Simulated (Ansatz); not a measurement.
GeH₃O₂ (SMILES [O][GeH2][OH]) (doublet)

The calculation's input:

```
crystal:
  periodic: [false, false, false]
  atoms:
    - {symbol: O, position_ang: [-1.694041, -0.455904, 0.556914]}
    - {symbol: Ge, position_ang: [-0.249907, 0.168562, -0.295769]}
    - {symbol: O, position_ang: [1.186334, 0.124095, 0.735033]}
    - {symbol: H, position_ang: [-0.134773, -0.795792, -1.489817]}
    - {symbol: H, position_ang: [-0.447257, 1.647030, -0.628928]}
    - {symbol: H, position_ang: [1.381643, -0.751892, 1.076369]}
basis:
  gaussian: {orbitals: def2-TZVPP}
magnetization: {spin_polarized: true, initial_magnetization: 1}
hamiltonian: {xc: pbe0, dispersion: d4}
output: {orbitals: {seedname: orbitals}}
```

Launched as:

```sh
ansatz run in.yaml --threads 2 --pin off --events-out ev --progress --plain --max-ram 32768MiB --backend cpu
```

Geometry: PBE0-D4/def2-TZVP.

Level of theory: UKS PBE0-D4/def2-TZVPP in Ansatz 0.2.0.

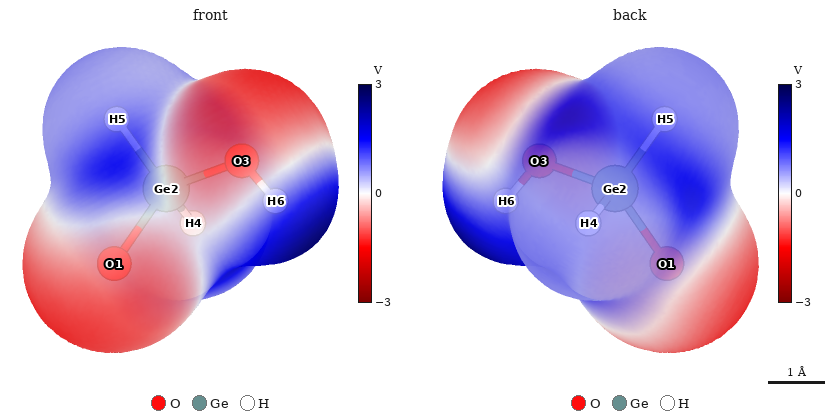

Figure 1. The electrostatic potential painted on the density surface at 0.002 e/bohr³, seen from the front and from behind; red is negative and blue positive.

> Describe the electrostatic potential map.

The most negative region (about −1.3 V) lies over O1 and O3, the most positive (about +2.6 V) over H6.

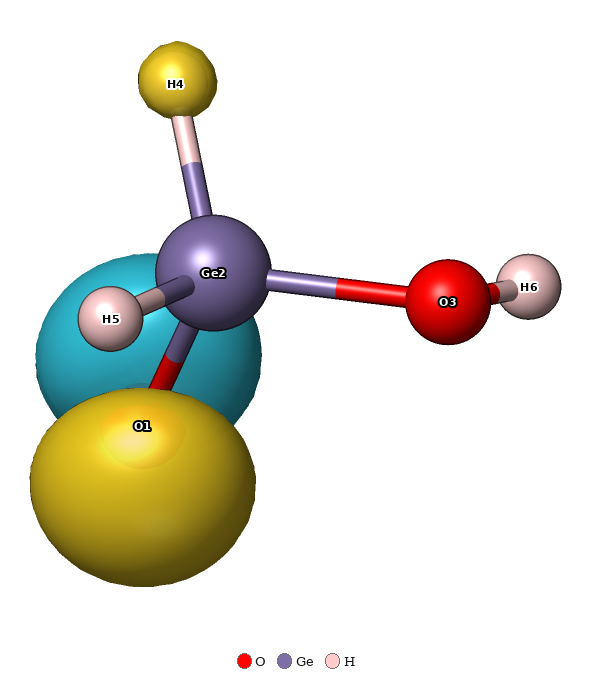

Figure 2. The LUMO (β) at ±0.2 Å⁻³ᐟ² (yellow and cyan are the two phases), seen from one side.

> What is the character of this orbital?

By Hirshfeld shares it lies mainly on O1 (about 80 %) and Ge2 (about 15 %). Its energy is −4.25 eV.

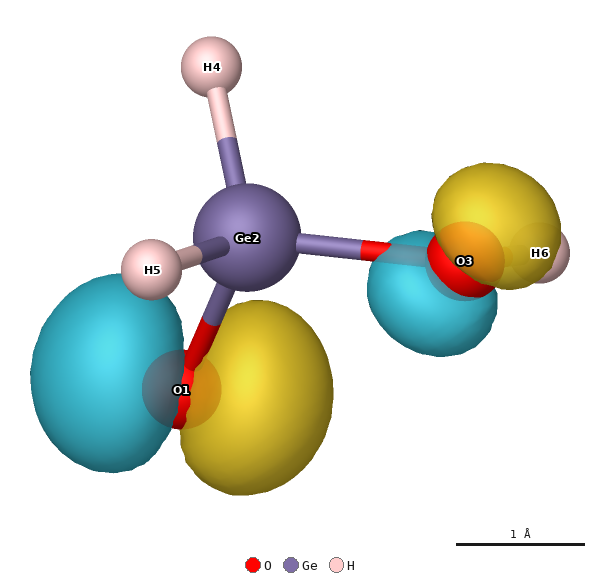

Figure 3. One frontier orbital at ±0.2 Å⁻³ᐟ² (yellow and cyan are the two phases), seen from one side.

> Which orbital is it: HOMO (β) or LUMO (β)?

The HOMO (β), at −8.77 eV. It lies mainly on O1 (about 70 %), O3 (about 15 %) and Ge2 (about 10 %); largely a lone pair of O1.
